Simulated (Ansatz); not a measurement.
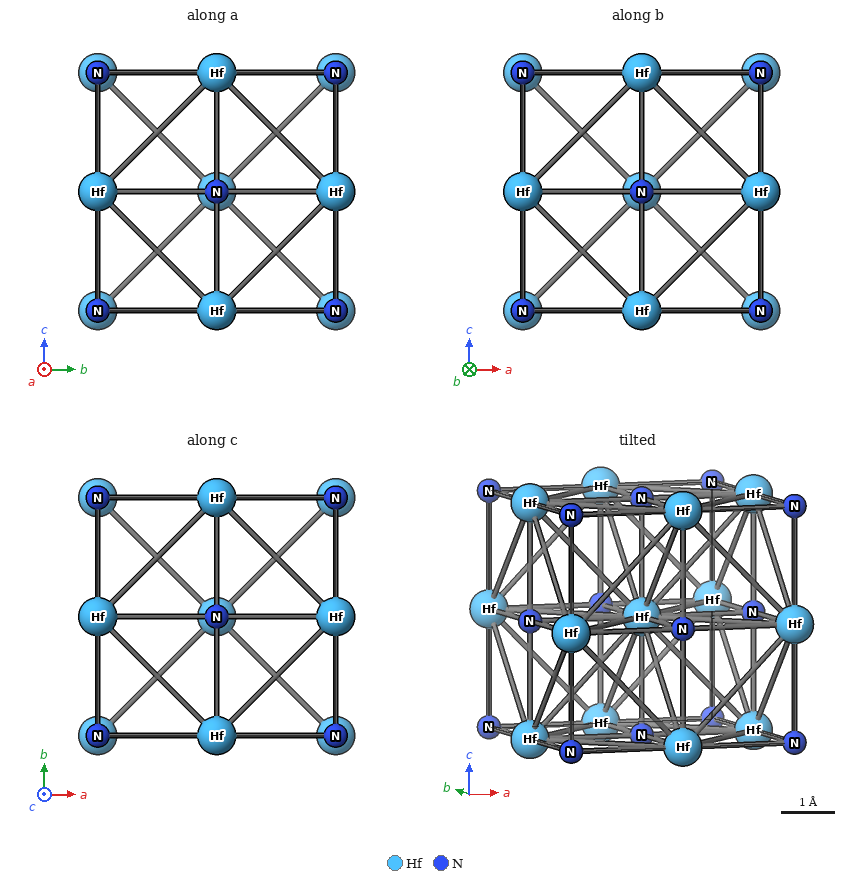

The image is a ball-and-stick drawing of a crystal, viewed along the a axis, along the b axis, along the c axis and slightly off an axis. The edges of the conventional unit cell are marked.

Lattice parameters: a = 4.5016 Å, b = 4.5016 Å, c = 4.5016 Å, α = 90.000°, β = 90.000°, γ = 90.000°.

Express the structure as a CIF in P1 with every atom of the cell.

```cif
data_structure
_symmetry_space_group_name_H-M 'P 1'
_symmetry_Int_Tables_number 1
_cell_length_a 4.5016
_cell_length_b 4.5016
_cell_length_c 4.5016
_cell_angle_alpha 90.000
_cell_angle_beta 90.000
_cell_angle_gamma 90.000
_cell_volume 91.22
loop_
_atom_site_label
_atom_site_type_symbol
_atom_site_fract_x
_atom_site_fract_y
_atom_site_fract_z
_atom_site_occupancy
Hf1 Hf 0.0000 0.5000 0.0000 1
N1 N 0.0000 0.0000 0.0000 1
Hf2 Hf 0.0000 0.0000 0.5000 1
N2 N 0.0000 0.5000 0.5000 1
Hf3 Hf 0.5000 0.5000 0.5000 1
N3 N 0.5000 0.0000 0.5000 1
Hf4 Hf 0.5000 0.0000 0.0000 1
N4 N 0.5000 0.5000 0.0000 1
```

Origin of the cell: a structure type filled with these elements by a generator (whether the compound takes this form wasn't checked). Earlier steps of the study may have refined or changed the cell and positions. A calculation with Ansatz used it as input.
